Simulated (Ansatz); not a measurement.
# Lattice dynamics of HfTeS monolayer, Janus, part 2 of 2

Task: relax HfTeS monolayer, Janus, then find its harmonic phonons.

Ansatz 0.2.0; DFT LDA, scalar-relativistic, plane waves, PAW.

So far. Step 4 (Relaxing to small forces for the phonons): The largest force component left is 0.15 meV/Å, within the tolerances set. Step 5 (Modes at Γ): Before it was imposed, the acoustic sum rule was missed by 3.8e-5 eV/Å². Small misses are needed for a sound result but don't prove that mesh and cutoff are converged. The lowest optical mode is real, 92.4 cm⁻¹.

## Step 6: The dispersion

Stability and thermal properties need the whole zone. Linear response on a 3×3×1 q mesh gives force constants as far as a supercell of that size would.

input.yaml

```yaml
crystal:
  lattice:
    - [3.6933349276, 0.0, 0.0]
    - [-1.8466674638, 3.198521872, 0.0]
    - [0.0, 0.0, 30.0]
  atoms:
    - { symbol: Hf, position: [0.0, 0.0, 0.3389535829] }
    - { symbol: S, position: [0.3333333333, 0.6666666667, 0.3820710469] }
    - { symbol: Te, position: [0.6666666667, 0.3333333333, 0.2756420368] }
  periodic: [true, true, false]
kpoints:
  mp_grid: { grid: [15, 15, 1] }
hamiltonian:
  xc: lda
scf:
  occupations: { method: methfessel_paxton, width: 0.15 }
output:
  eigenvalues: true
phonons:
  method: dfpt
  qmesh: [3, 3, 1]
  temperatures: { t_max: 1000, t_step: 50 }
  qpath:
    path:
      - [0.0, 0.0, 0.0]
      - [0.5, 0.0, 0.0]
      - [0.33333333, 0.33333333, 0.0]
      - [0.0, 0.0, 0.0]
    npoints: 10
```

On the command line:

```bash
ansatz run input.yaml --threads 8 --pin off --max-ram 14336MiB --backend cpu --events-out ev --progress --plain --runs-dir out
```

Numbers of over 12 decimals in the logs are rounded to 6 here.

The program printed:

```text
[...]
Crystal: 3 atoms, lattice volume = 354.396 Å³
Basis set: ecut = 420 eV, 6977 PW (Γ), exchange–correlation on 50×50×432 points (8 copies of the dense FFT grid, shifted against one another)
Bands: 29, of which v1, the nominal top of the filled ones, is band 24 counted from 1 (23 counted from 0)
Symmetry: 6 space group operations
k-points: 27 of 225 (time reversal used)
[...]
SCF iter   1: F=—  HF=-23177.032180 eV  |F-HF|=—  |Δ(HF+E_count)|=         —  Δρ=3.66e-3  dr2=2.15e-1  ethr=1.77e-3  ⟨swp⟩=11.8  Hψ=5143  notcnv=0
[...]
SCF iter  12: F=-23177.006915 eV  HF=-23177.006915 eV  |F-HF|=4.00e-11  |Δ(HF+E_count)|=  7.53e-10  S|Δr|=    0.00e0  Δρ=2.06e-8  dr2=1.88e-12  ethr=1.00e-12  ⟨swp⟩=16.7  Hψ=6068  notcnv=0
SCF 1 converged in 12 iterations: F = -23177.006915 eV  dr2 = 1.88e-12
[...]
phonons: the bands overlap, so this run is a metal and interpolates without the dipole-dipole term. If the crystal is really an insulator or semiconductor, its LO-TO splitting is missing
NSCF: frozen V_eff on 27 k-points
WARN: eigensolver did not converge (k=0): 1 band(s) unlocked after 2 eigensolves, warm-restarted (20 sweeps on the last) at ethr=1.40e-12 eV (storage-precision floor; scheduled 1.00e-12 eV) (lowest unlocked band 28, counted from 0; max residual 1.09e-2 eV among the unlocked bands, 1.09e-2 eV over every band; other slots of this pass that fall short are told together in one closing line; warning suppressed until the next SCF loop or pass starts)
WARN: eigensolver did not converge in 4 slots of this pass, the one above among them; of largest residual over every band (k=0): 1 band(s) unlocked (lowest unlocked band 28, counted from 0; max residual 1.09e-2 eV among the unlocked bands, 1.09e-2 eV over every band); of lowest unlocked band (k=0): band 28
[...]
DFPT response loops at q = (0, 0, 0) (fractional): preconditioner auto → none (partly filled bands, converged f_vac=0.769); β = 0.50; Broyden in place of MSR1
[...]
SCF converged after 12 iterations
[...]
Free energy (F): -23177.006915 eV
[...]
Internal energy: -23177.006436 eV  (E = F + TS)
E sigma→0 (E₀):  -23177.006796 eV
Entropy (-TS):   -0.000479 eV (-0.160 meV/atom)
Fermi energy:    -4.894958 eV
[...]
--- Band table (eV; the first three rows and the last of 27) ---
  k-point 0: bands = [... 20 lower, -8.6217, -7.1368, -4.4914, -4.4914, -4.1031, -4.1031, -3.4406, -1.4462, ... 1 higher]
  k-point 1: bands = [... 20 lower, -8.6040, -7.0165, -5.1164, -4.8269, -3.9860, -3.7513, -3.2499, -1.3013, ... 1 higher]
  k-point 2: bands = [... 20 lower, -8.5590, -6.8337, -6.0500, -5.2411, -4.0992, -3.3012, -3.0017, -1.3341, ... 1 higher]
  k-point 26: bands = [... 20 lower, -9.1759, -7.9735, -7.8949, -7.4280, -3.3309, -3.0670, -2.8533, -0.6683, ... 1 higher]
--- Phonons (Γ-DFPT): 6 representative perturbations + reference (Σ response iterations 27) ---
  ASR residual: 3.858e-5 → 0.000e0 eV/Å²; symmetrization residual: 5.211e-6 eV/Å²
  ASR residual per site (eV/Å²): 1.02e-5 3.86e-5 1.57e-5
  Γ frequencies (cm⁻¹): 0.00 0.00 0.00 92.42 92.42 181.02 235.94 235.94 299.16
--- Phonons (arbitrary-q DFPT): 3 irreducible q on the 3×3×1 mesh ---
  q = [0.0000, 0.0000, 0.0000] (star 1, of the zone-centre solve; hermiticity 6.31e-7, symmetrization 1.25e-11): -0.00 0.00 0.00 92.42 92.42 181.02 235.94 235.94 299.16
  q = [0.0000, 0.3333, 0.0000] (star 6, 9 solved perturbations on 120 of 225 k-point pairs; hermiticity 3.72e-6, symmetrization 1.61e-9): 48.56 64.58 91.55 102.72 143.70 162.40 246.39 276.22 288.67
  q = [0.3333, 0.3333, 0.0000] (star 2, 6 solved perturbations in 498 linear systems a pass and spin channel, the states on 120 of 225 k-point pairs; hermiticity 6.70e-7, symmetrization 2.50e-7): 61.94 103.19 105.21 138.13 147.02 150.90 268.66 275.74 289.57
  sum rule: each row above includes the acoustic sum rule's correction from the zone centre's row sums; it moved no ω² by more than (0.57 cm⁻¹)²
  mesh force constants: q→R imaginary residual 0.00e0; ASR residual 3.858e-5 → 0.000e0 eV/Å²; symmetrization residual 1.421e-14 eV/Å²
  interpolated dispersion: 31 rows × 9 modes
  density of states and harmonic sums: on the 21×21×1 q-mesh, interpolated from the force constants of a 3×3×1 supercell (no non-analytic term)
  largest difference from the sums on the solved wave vectors: F 8.41e-2 eV, S 1.06e-4 and C_V 2.23e-5 eV/K
  zero-point energy: 0.088163 eV/cell   skipped modes (ω ≤ 0): 7, of them read as no rigid motion or as one in doubt: 4 (6.803e-2 modes/cell left out, lowest -8.54 cm⁻¹)   left out of the sums: 8.31e-3 of the cell's modes: C_V's classical limit lies that fraction below 3 k_B per atom; for a crystal, a wire or a layer, F and S can be off by more, and a phonons.interpolated_qmesh denser along its periods is the remedy for the sampling
```

Elapsed: 6.9 min, on 8 threads of Arm Neoverse V2, shared host; peak memory 3.2 GiB; 52 min of CPU time.

Numbers from this step:

- sum-rule residual before enforcement: 3.86e-5 eV/Å²
- lowest frequency on the path: -8.138 cm⁻¹
- highest frequency on the path or at a solved wavevector: 299.2 cm⁻¹
- lowest mode on the q mesh (acoustic modes at Γ apart): 48.56 cm⁻¹

Frequencies (cm⁻¹) solved at each irreducible wavevector; negative means imaginary. Frequencies by wavevector, by row:

| q in reciprocal lattice units | star | mode 1 | mode 2 | mode 3 | mode 4 | mode 5 | mode 6 | mode 7 | mode 8 | mode 9 |
| --- | --- | --- | --- | --- | --- | --- | --- | --- | --- | --- |
| 0 0 0 | 1 | 0 | 0 | 0 | 92.4 | 92.4 | 181 | 235.9 | 235.9 | 299.2 |
| 0 0.3333 0 | 6 | 48.6 | 64.6 | 91.5 | 102.7 | 143.7 | 162.4 | 246.4 | 276.2 | 288.7 |
| 0.3333 0.3333 0 | 2 | 61.9 | 103.2 | 105.2 | 138.1 | 147 | 150.9 | 268.7 | 275.7 | 289.6 |

Interpolated from a 3×3×1 q mesh. The phonon branches at the labelled points (cm⁻¹):

| point | branch 1 | branch 2 | branch 3 | branch 4 | branch 5 | branch 6 | branch 7 | branch 8 | branch 9 |
| --- | --- | --- | --- | --- | --- | --- | --- | --- | --- |
| Γ | 0 | 0 | 0 | 92 | 92 | 181 | 236 | 236 | 299 |
| M | 62 | 79 | 92 | 119 | 153 | 160 | 249 | 278 | 297 |
| K | 62 | 103 | 105 | 138 | 147 | 151 | 269 | 276 | 290 |
| Γ | 0 | 0 | 0 | 92 | 92 | 181 | 236 | 236 | 299 |

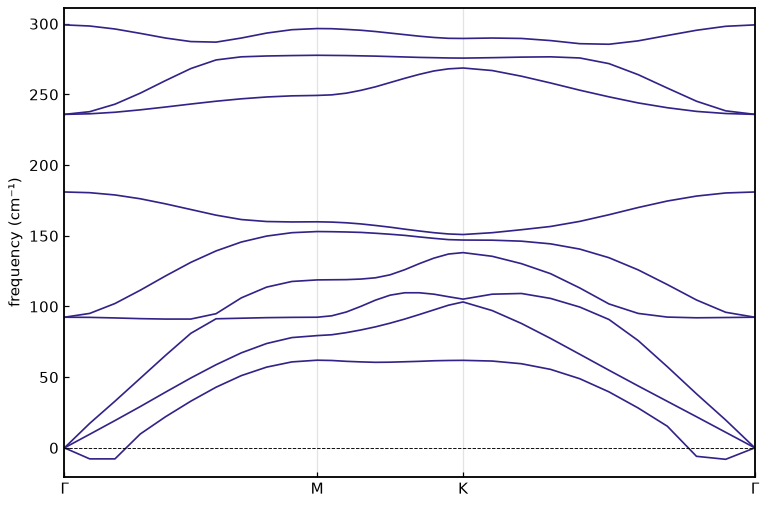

Phonon branches along the path.

Tetrahedra on a 21×21×1 mesh, mean over bins of 5 cm-1. Interpolated from a 3×3×1 q mesh. Table of phonon density of states by wavenumber; read off at these points:

| wavenumber (cm⁻¹) | phonon density of states (1/cm⁻¹/cell) |
| --- | --- |
| -8 | 0.00793 |
| 12 | 0.00686 |
| 28 | 0.0149 |
| 48 | 0.0285 |
| 62 | 0.0579 |
| 82 | 0.0307 |
| 92 | 0.104 |
| 102 | 0.0418 |
| 108 | 0.0638 |
| 118 | 0.0476 |
| 138 | 0.0208 |
| 152 | 0.0597 |
| 158 | 0.0749 |
| 172 | 0.0186 |
| 188 | 0 |
| 208 | 0 |
| 228 | 0 |
| 242 | 0.0368 |
| 262 | 0.0279 |
| 278 | 0.126 |
| 288 | 0.0912 |
| 298 | 0.0247 |

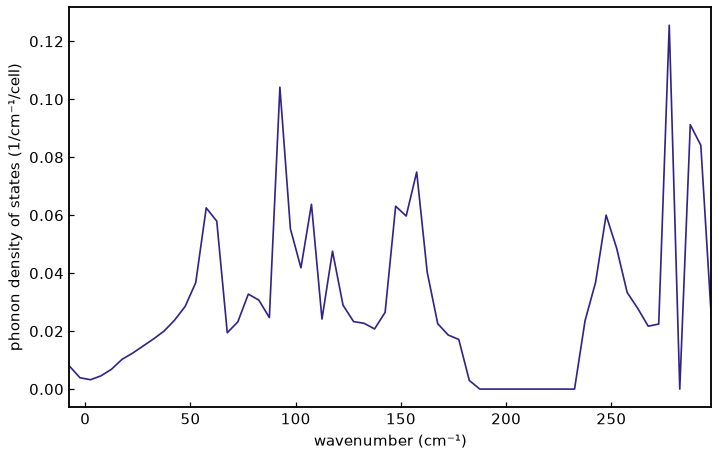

Phonon density of states, plotted against wavenumber.

The partial phonon density of states has structure finer than the step of the table below, so its rows give means over 25 cm⁻¹, whole bins alone (the curve runs from -18.2 to 318 cm⁻¹). Peaks (cm⁻¹: height): Hf 60.1: 0.0500, 79.1: 0.0273, 93.9: 0.0296, 159.5: 0.0249, 275.8: 0.0124; S 250.5: 0.0548, 275.8: 0.0934, 290.6: 0.0832; Te 60.1: 0.0214, 93.9: 0.0643, 151.0: 0.0435.

Phonopy on the run's constants, 17x17x1 mesh, Gaussian sigma 2.4 cm-1. Interpolated from a 3×3×1 q mesh. Table of partial phonon density of states by wavenumber; means over each step; values in 1/cm⁻¹/cell:

| wavenumber (cm⁻¹) | Hf | S | Te |
| --- | --- | --- | --- |
| 0 | 0.00246 | 4.3e-4 | 0.00172 |
| 25 | 0.00756 | 0.00114 | 0.00512 |
| 50 | 0.0246 | 0.00217 | 0.0122 |
| 75 | 0.0206 | 0.00147 | 0.00683 |
| 100 | 0.0202 | 0.00134 | 0.0349 |
| 125 | 0.0126 | 0.00168 | 0.0155 |
| 150 | 0.0164 | 0.00176 | 0.0326 |
| 175 | 0.00562 | 5.7e-4 | 0.0103 |
| 200 | 9.6e-7 | 3.2e-7 | 2.2e-6 |
| 225 | 2.0e-4 | 0.00223 | 3.4e-5 |
| 250 | 0.00247 | 0.0380 | 3.1e-4 |
| 275 | 0.00486 | 0.0415 | 2.4e-4 |
| 300 | 0.00229 | 0.0278 | 1.8e-4 |

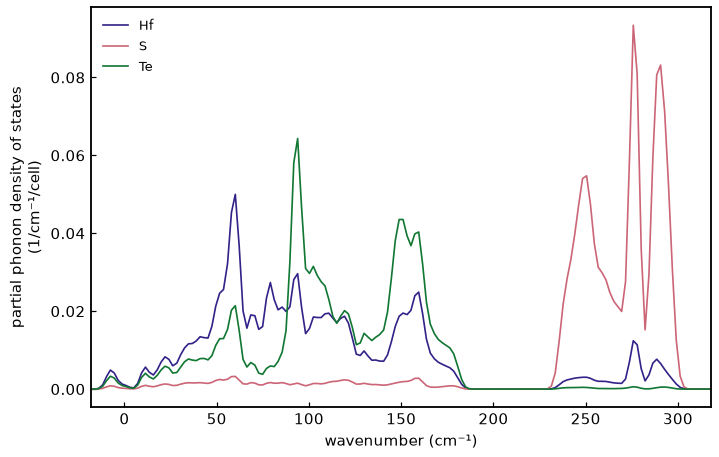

Partial phonon density of states, plotted against wavenumber.

Symmetry leaves 3 wavevectors to solve. The lowest mode among them, the acoustic zeros apart, lies at q = (0, 0.333, 0) and is real, 48.6 cm⁻¹. Between them the interpolated path dips to 8i cm⁻¹.

## Step 7: Isotope substitution, element Hf, natural mass 178.486 amu

An isotope changes the mass and not the force constants, so no new electronic calculation is needed; the shifts show which modes move this element.

The same force constants with the mass of Hf changed from 178.486 to 173.940 u (phonopy, no LO-TO term). Both lists are sorted by frequency; levels can cross, so a row need not hold one and the same mode. Modes under 3 cm⁻¹ are left out. Isotope shifts, by row:

| q | rank | natural mass (cm⁻¹) | changed mass (cm⁻¹) |
| --- | --- | --- | --- |
| 0 0 0 | 4 | 92.42 | 92.88 |
| 0 0 0 | 5 | 92.42 | 92.88 |
| 0 0 0 | 6 | 181 | 181.7 |
| 0 0 0 | 7 | 235.9 | 236.2 |
| 0 0 0 | 8 | 235.9 | 236.2 |
| 0 0 0 | 9 | 299.2 | 299.8 |
| 0 0.3333 0 | 1 | 48.56 | 48.93 |
| 0 0.3333 0 | 2 | 64.57 | 65.21 |
| 0 0.3333 0 | 3 | 91.55 | 91.78 |
| 0 0.3333 0 | 4 | 102.7 | 103.5 |
| 0 0.3333 0 | 5 | 143.7 | 144.3 |
| 0 0.3333 0 | 6 | 162.4 | 163.2 |
| 0 0.3333 0 | 7 | 246.4 | 246.6 |
| 0 0.3333 0 | 8 | 276.2 | 276.5 |
| 0 0.3333 0 | 9 | 288.7 | 289.1 |
| 0.3333 0.3333 0 | 1 | 61.94 | 62.48 |
| 0.3333 0.3333 0 | 2 | 103.2 | 103.8 |
| 0.3333 0.3333 0 | 3 | 105.2 | 106.1 |
| 0.3333 0.3333 0 | 4 | 138.1 | 138.9 |
| 0.3333 0.3333 0 | 5 | 147 | 147.6 |
| 0.3333 0.3333 0 | 6 | 150.9 | 151.4 |
| 0.3333 0.3333 0 | 7 | 268.7 | 268.9 |
| 0.3333 0.3333 0 | 8 | 275.7 | 276.2 |
| 0.3333 0.3333 0 | 9 | 289.6 | 289.7 |

A mode of this element alone would shift by +1.30 %. The highest zone-centre frequency without the field goes from 299.2 to 299.8 cm⁻¹ (+0.2 %). The product of the frequency ratios over all optical modes at Γ is 1.018; the product rule, (m/m′)^(3k/2) (M′/M)^(3/2) with k = 1 such atoms and M the mass of the cell, gives 1.019.

## Step 8: Another isotope, element S, natural mass 32.06 amu

The same for S, from 32.06 to 33.97 u.

A mode of this element alone would shift by -2.85 %. The highest zone-centre frequency without the field goes from 299.2 to 292.1 cm⁻¹ (-2.3 %). The product of the frequency ratios over all optical modes at Γ is 0.925; the product rule, (m/m′)^(3k/2) (M′/M)^(3/2) with k = 1 such atoms and M the mass of the cell, gives 0.925.

## Step 9: Another isotope, element Te, natural mass 127.6 amu

The same for Te, from 127.60 to 129.91 u.

The same force constants with the mass of Te changed from 127.600 to 129.906 u (phonopy, no LO-TO term). Both lists are sorted by frequency; levels can cross, so a row need not hold one and the same mode. Modes under 3 cm⁻¹ are left out. Isotope shifts, by row:

| q | rank | natural mass (cm⁻¹) | changed mass (cm⁻¹) |
| --- | --- | --- | --- |
| 0 0 0 | 4 | 92.42 | 91.92 |
| 0 0 0 | 5 | 92.42 | 91.92 |
| 0 0 0 | 6 | 181 | 180 |
| 0 0 0 | 7 | 235.9 | 235.9 |
| 0 0 0 | 8 | 235.9 | 235.9 |
| 0 0 0 | 9 | 299.2 | 299.2 |
| 0 0.3333 0 | 1 | 48.56 | 48.41 |
| 0 0.3333 0 | 2 | 64.57 | 64.47 |
| 0 0.3333 0 | 3 | 91.55 | 90.89 |
| 0 0.3333 0 | 4 | 102.7 | 102.4 |
| 0 0.3333 0 | 5 | 143.7 | 142.9 |
| 0 0.3333 0 | 6 | 162.4 | 161.5 |
| 0 0.3333 0 | 7 | 246.4 | 246.4 |
| 0 0.3333 0 | 8 | 276.2 | 276.2 |
| 0 0.3333 0 | 9 | 288.7 | 288.7 |
| 0.3333 0.3333 0 | 1 | 61.94 | 61.78 |
| 0.3333 0.3333 0 | 2 | 103.2 | 102.7 |
| 0.3333 0.3333 0 | 3 | 105.2 | 104.9 |
| 0.3333 0.3333 0 | 4 | 138.1 | 137.5 |
| 0.3333 0.3333 0 | 5 | 147 | 146.1 |
| 0.3333 0.3333 0 | 6 | 150.9 | 150 |
| 0.3333 0.3333 0 | 7 | 268.7 | 268.7 |
| 0.3333 0.3333 0 | 8 | 275.7 | 275.7 |
| 0.3333 0.3333 0 | 9 | 289.6 | 289.6 |

A mode of this element alone would shift by -0.89 %. The highest zone-centre frequency without the field goes from 299.2 to 299.2 cm⁻¹ (+0.0 %). The product of the frequency ratios over all optical modes at Γ is 0.983; the product rule, (m/m′)^(3k/2) (M′/M)^(3/2) with k = 1 such atoms and M the mass of the cell, gives 0.983.

## Step 10: Outcome

- space group after relaxation (within 0.01 Å): P3m1
- area per atom: 3.94 Å²
- electronic character: no gap on this mesh
- highest optical mode at the zone centre (no LO-TO term): 299 cm⁻¹
- lowest optical zone-centre mode: 92.4 cm⁻¹
- lowest mode on the q mesh (acoustic modes at Γ apart): 48.6 cm⁻¹
- highest frequency on the path or at a solved wavevector: 299 cm⁻¹
- imaginary modes on the 3×3×1 q mesh: none

No mode is imaginary at the 3 irreducible wavevectors solved, but between them the interpolated path dips to 8.1i cm⁻¹, so stability is not settled. The optical modes at Γ span 92 to 299 cm⁻¹. The highest mode in this list at Γ, 299.2 cm⁻¹, is mostly motion of S (83 % of the kinetic energy). With no gap, or one that is small against the smearing, the frequencies hang on the k mesh and the smearing, most of all near Kohn anomalies. In a sheet or slab the interpolated bending branch near Γ is rough, since the rotational sum rule isn't imposed. A semilocal functional can close a gap that the real compound would have, so the metallic treatment may be an artefact of the level. Spin-orbit coupling is left out, which can matter for the heavy elements here. A phonon run warned that its eigensolver left some bands unconverged in a pass. The starting cell was built on a prototype and not taken from a measurement. These are harmonic frequencies at zero temperature: anharmonic shifts, linewidths and thermal expansion are left out.

[Logs are printed without paths, hosts, clocks, repeated set-up lines and the standing remarks that a program may print on its own settings, such as how far it seeks lower states.]

[Hosts, paths, dates, database ids (printed as entryN), source tags and the programs' standing remarks are cut or masked in the printed files.]
